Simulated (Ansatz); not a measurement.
# GeSe (Germanium monoselenide): B3LYP/6-31G(d) (Cartesian functions)

What is the electronic atomisation energy of GeSe (Germanium monoselenide) at B3LYP/6-31G* (Cartesian functions)? 

The results are computed with Ansatz 0.2.0.

30 further runs of the same task are left out: 30 set aside as unsound or not needed.

### 1 The molecule

The species is GeSe (2 atoms), meant as a singlet with charge 0. As SMILES, `[Ge-]#[Se+]`. The bond length is the measured one.

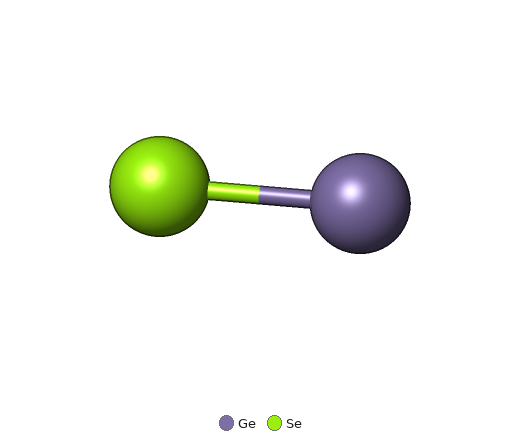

The structure, seen from a chosen angle (germanium purple, selenium green).

### 2 A single-point energy at B3LYP/6-31G(d) (Cartesian functions)

Input file job.yaml:

```yaml
basis:
  gaussian:
    orbitals: "6-31G*"
crystal:
  periodic: [false, false, false]
  atoms:
    - symbol: Ge
      position_ang: [0.000000, 0.000000, 0.000000]
    - symbol: Se
      position_ang: [0.000000, 0.000000, 2.134629]
hamiltonian:
  xc: {name: B3LYP}
accuracy: high
output:
  orbitals: {seedname: orbitals}
```

Started as:

```console
ansatz run job.yaml --threads 1 --pin off --max-ram 3480MiB --events-out events.jsonl --progress --plain --runs-dir runs
```

Output:

```text
Warning: RAYON_NUM_THREADS=1 ignored (pool sized by the plan → 1); use --threads N
Functional definition: B3LYP
  name "B3LYP"
  parameter a0 = 0.2
  parameter ax = 0.72
  parameter ac = 0.81
  exchange = (1 - a0 - ax)*slater_x + ax*b88_x + a0*exact_x
  correlation = (1 - ac)*vwn_rpa_c + ac*lyp_c
1096 factors; integrals over basis functions are off by at most 4.4e-9 eV
mean field evaluation 1: about -121854.1799 eV, gradient 2.1e1 eV
mean field evaluation 2: about -121840.5417 eV, gradient 6.5e1 eV
mean field evaluation 4: about -121855.5466 eV, gradient 2.3e0 eV
mean field evaluation 8: about -121855.5792 eV, gradient 5.2e-2 eV
mean field evaluation 16: about -121855.5792 eV, gradient 1.9e-6 eV
mean field -121855.57917672 eV, -4478.1099380665 hartree, gradient 1.0e-8 eV, S^2 0.000000; 0 other end points of the search recorded, 0 dependent functions left out
reference -121855.57920256 eV, -4478.1099390159 hartree; 33, 33 occupied and 37, 37 virtual orbitals, 1096 factors
Total energy: -121855.57920256 eV, -4478.1099390159 hartree
```

It took 4.2 s on 1 thread of Arm Neoverse V2, shared host; peak memory 0.18 GiB.

### 3 The Ge atom, same level

Input file run.yaml:

```yaml
crystal:
  periodic: [false, false, false]
  atoms:
    - {symbol: Ge, position_ang: [0.000000, 0.000000, 0.000000]}
basis:
  gaussian:
    orbitals: "6-31G*"
hamiltonian:
  xc: {name: B3LYP}
accuracy: high
magnetization:
  spin_polarized: true
  initial_magnetization: 2
```

Started as:

```console
ansatz run run.yaml --threads 1 --pin off --max-ram 3480MiB --events-out events.jsonl --progress --plain --runs-dir runs
```

Output, cut to the lines that bear on the results:

```text
Warning: RAYON_NUM_THREADS=1 ignored (pool sized by the plan → 1); use --threads N
[... 7 set-up lines as earlier in the session ...]
309 factors; integrals over basis functions are off by at most 3.9e-9 eV
mean field evaluation 1: about -56509.5787 eV, gradient 5.3e0 eV
mean field evaluation 2: about -56509.6321 eV, gradient 4.1e0 eV
mean field evaluation 4: about -56509.6516 eV, gradient 1.1e-1 eV
mean field evaluation 8: about -56509.6534 eV, gradient 3.0e-4 eV
mean field evaluation 16: about -56509.5757 eV, gradient 2.8e0 eV
mean field evaluation 32: about -56509.6534 eV, gradient 2.6e-6 eV
mean field -56509.65335771 eV, -2076.6914572769 hartree, gradient 1.1e-8 eV, S^2 2.001830; 1 other end points of the search recorded, 0 dependent functions left out
reference -56509.65337935 eV, -2076.6914580722 hartree; 17, 15 occupied and 18, 20 virtual orbitals, 309 factors
Total energy: -56509.65337935 eV, -2076.6914580722 hartree
```

Wall time 2.5 s (1 thread of Arm Neoverse V2, shared host); peak memory 0.097 GiB.

### 4 The Se atom, same level

Input file input.yaml:

```yaml
basis:
  gaussian: {orbitals: "6-31G*"}
crystal:
  periodic: [false, false, false]
  atoms:
    - {symbol: Se, position_ang: [0.000000, 0.000000, 0.000000]}
accuracy: high
hamiltonian: {xc: {name: B3LYP}}
magnetization: {spin_polarized: true, initial_magnetization: 2}
```

Run the same way, it converges to -2401.23478 Eh (log not shown).

### 5 Summary of results

At B3LYP/6-31G* (Cartesian functions):

```
                     quantity           value
       molecule: total energy  -4478.10994 Eh
        molecule: HOMO energy        -7.35 eV
        molecule: LUMO energy        -2.62 eV
      molecule: HOMO–LUMO gap         4.73 eV
        Ge atom: total energy  -2076.69146 Eh
                Ge atom: ⟨S²⟩           2.002
        Se atom: total energy  -2401.23478 Eh
                Se atom: ⟨S²⟩           2.002
electronic atomisation energy        4.999 eV
```

**Reading.** Taking the molecule apart into free atoms costs 5.00 eV (115 kcal/mol), before zero-point energy and without spin-orbit coupling.
